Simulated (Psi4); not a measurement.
**PH (SMILES [PH]): U-r2SCAN/cc-pV(D+d)Z**

What is the vertical ionisation energy of PH at U-r2SCAN/cc-pV(D+d)Z? 

The results are computed with Psi4 1.11.

### 1 The system as given

PH has 2 atoms, charge 0, and is taken as a triplet. As SMILES, `[PH]`. Geometry: relaxed at PBE0-D4/def2-TZVP.

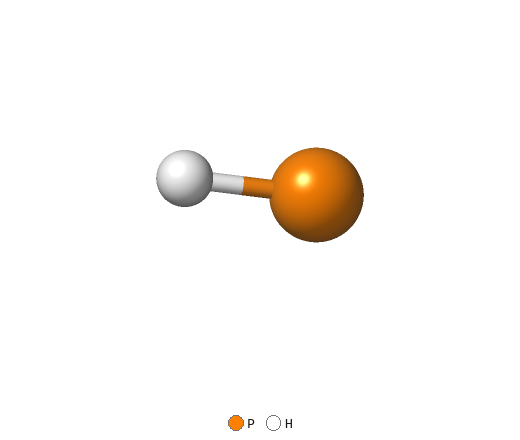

Viewed from a chosen angle; phosphorus orange, hydrogen white.

### 2 A single-point energy at U-r2SCAN/cc-pV(D+d)Z

hp.py

```python
import psi4

psi4.set_memory(1600000000)
psi4.set_num_threads(1)
psi4.set_output_file('run.log', False)

mol = psi4.geometry("""
0 3
P      0.00000000     0.00000000    -0.02760890
H      0.00000000     0.00000000     2.67146803
units bohr
symmetry c1
""")

psi4.set_options({
    'basis': 'cc-pV(D+d)Z',
    'reference': 'uks',
    'puream': True,
    'scf_type': 'pk',
    'dft_radial_points': 99,
    'dft_spherical_points': 590,
    'maxiter': 100,
})

e = psi4.energy("r2scan", molecule=mol)
print(f'r2scan energy: {e:.10f} Eh')
```

Run with:

```
python hp.py
```

run.log, cut to the lines that bear on the results:

```text
[...]
  Running in c1 symmetry.
[...]
  Nuclear repulsion =    5.557455526100918
[...]
  Multiplicity = 3
[...]
  Nalpha       = 9
  Nbeta        = 7
[...]
    Number of basis functions: 28
[...]
   @UKS iter   1:  -341.83717738989952   -3.03362e-01   4.84469e-03 ADIIS/DIIS
[...]
   @UKS iter   7:  -341.85186766756135   -1.21607e-08   6.89790e-07 DIIS
[...]
   @S^2 Observed:                2.011075377E+00
[...]
    Orbital Energies [Eh]
    ---------------------
    Alpha Occupied:
       1A    -76.801315     2A     -6.496761     3A     -4.645474
       4A     -4.645474     5A     -4.638212     6A     -0.592973
       7A     -0.321276     8A     -0.238590     9A     -0.238590
    Alpha Virtual:
      10A      0.023643    11A      0.269611    12A      0.362813
      13A      0.362813    14A      0.365013    15A      0.365014
      16A      0.387217    17A      0.403211    18A      0.403211
      19A      0.557696    20A      0.786150    21A      1.419318
      22A      1.419318    23A      1.997733    24A      3.785850
      25A      3.785851    26A      3.822874    27A      3.822874
[...]
  @UKS Final Energy:  -341.85186766756135
   => Energetics <=
    Nuclear Repulsion Energy =              5.5574555261009175
    One-Electron Energy =                -483.2572754238831862
    Two-Electron Energy =                 159.3807470824427241
    DFT Exchange-Correlation Energy =     -23.5327948522218051
    Empirical Dispersion Energy =           0.0000000000000000
    VV10 Nonlocal Energy =                  0.0000000000000000
    Total Energy =                       -341.8518676675613506
  UHF NO Occupations:
  HONO-2 :    7  A 1.9948746
  HONO-1 :    8  A 1.0000000
[...]
 Multipole Moments:
 ------------------------------------------------------------------------------------
     Multipole            Electronic (a.u.)      Nuclear  (a.u.)        Total (a.u.)
 ------------------------------------------------------------------------------------
 L = 1.  Multiply by 2.5417464519 to convert [e a0] to [Debye]
 Dipole X            :          0.0000000            0.0000000            0.0000000
 Dipole Y            :          0.0000000            0.0000000            0.0000000
 Dipole Z            :         -1.1014742            1.3381952            0.2367210
 Magnitude           :                                                    0.2367210
[...]
```

On the terminal:

```text
r2scan energy: -341.8518676676 Eh
```

Run time: 4.2 s. Hardware: 1 thread of AMD EPYC 9R45 (Zen 5), shared host; peak memory 0.51 GiB.

### 3 The doublet cation at the same level

hp.py

```python
import psi4

psi4.set_memory(1600000000)
psi4.set_num_threads(1)
psi4.set_output_file('output.dat', False)

m = psi4.geometry("""
1 2
P      0.00000000     0.00000000    -0.02760890
H      0.00000000     0.00000000     2.67146803
units bohr
symmetry c1
""")

options = {'basis': 'cc-pV(D+d)Z', 'reference': 'uks', 'puream': True, 'scf_type': 'pk', 'dft_radial_points': 99, 'dft_spherical_points': 590, 'maxiter': 100}
psi4.set_options(options)

energy_value, wavefunction = psi4.energy("r2scan", return_wfn=True)
print(f'total energy {energy_value:.8f} hartree = {energy_value * 27.211386:.5f} eV')
```

Run with:

```
python hp.py
```

output.dat, cut to the lines that bear on the results:

```text
[...]
  Running in c1 symmetry.
[...]
  Nuclear repulsion =    5.557455526100918
[...]
  Multiplicity = 2
[...]
  Nalpha       = 8
  Nbeta        = 7
[...]
    Number of basis functions: 28
[...]
   @UKS iter   1:  -341.45985952236600    7.39557e-02   3.60457e-03 DIIS/ADIIS
[...]
   @UKS iter   7:  -341.46892172475555   -3.24997e-09   3.62031e-07 DIIS
[...]
   @S^2 Observed:                7.574076940E-01
[...]
    Orbital Energies [Eh]
    ---------------------
    Alpha Occupied:
       1A    -77.204253     2A     -6.890836     3A     -5.044909
       4A     -5.037269     5A     -5.028196     6A     -0.913385
       7A     -0.633104     8A     -0.553175
    Alpha Virtual:
       9A     -0.517148    10A     -0.251057    11A      0.005808
      12A      0.034133    13A      0.039253    14A      0.050557
      15A      0.064503    16A      0.126237    17A      0.130676
      18A      0.152091    19A      0.308462    20A      0.484778
      21A      1.123524    22A      1.124079    23A      1.701964
      24A      3.393430    25A      3.395403    26A      3.434768
[...]
  @UKS Final Energy:  -341.46892172475555
   => Energetics <=
    Nuclear Repulsion Energy =              5.5574555261009175
    One-Electron Energy =                -477.3271230907714653
    Two-Electron Energy =                 153.5183501429444561
    DFT Exchange-Correlation Energy =     -23.2176043030295034
    Empirical Dispersion Energy =           0.0000000000000000
    VV10 Nonlocal Energy =                  0.0000000000000000
    Total Energy =                       -341.4689217247555462
  UHF NO Occupations:
  HONO-2 :    6  A 1.9997758
  HONO-1 :    7  A 1.9965150
[...]
 Multipole Moments:
 ------------------------------------------------------------------------------------
     Multipole            Electronic (a.u.)      Nuclear  (a.u.)        Total (a.u.)
 ------------------------------------------------------------------------------------
 L = 1.  Multiply by 2.5417464519 to convert [e a0] to [Debye]
 Dipole X            :         -0.0000000            0.0000000           -0.0000000
 Dipole Y            :          0.0000000            0.0000000            0.0000000
 Dipole Z            :         -0.9491078            1.3381952            0.3890874
 Magnitude           :                                                    0.3890874
[...]
```

On the terminal:

```text
total energy -341.46892172 hartree = -9291.84264 eV
```

It took 4.5 s on 1 thread of AMD EPYC 9R45 (Zen 5), shared host; peak memory 0.51 GiB.

### 4 What came out

At U-r2SCAN/cc-pV(D+d)Z:

```
                                          quantity          value
                          triplet PH: total energy  -341.85187 Eh
                         triplet PH: dipole moment         0.60 D
    triplet PH: HOMO energy (highest over α and β)       -6.49 eV
     triplet PH: LUMO energy (lowest over α and β)       -3.30 eV
                                  triplet PH: ⟨S²⟩          2.011
                      doublet cation: total energy  -341.46892 Eh
doublet cation: HOMO energy (highest over α and β)      -15.05 eV
 doublet cation: LUMO energy (lowest over α and β)      -14.07 eV
                              doublet cation: ⟨S²⟩          0.757
vertical ionisation energy (to the doublet cation)      10.420 eV
```

Removing an electron at fixed nuclei costs 10.42 eV (240 kcal/mol).
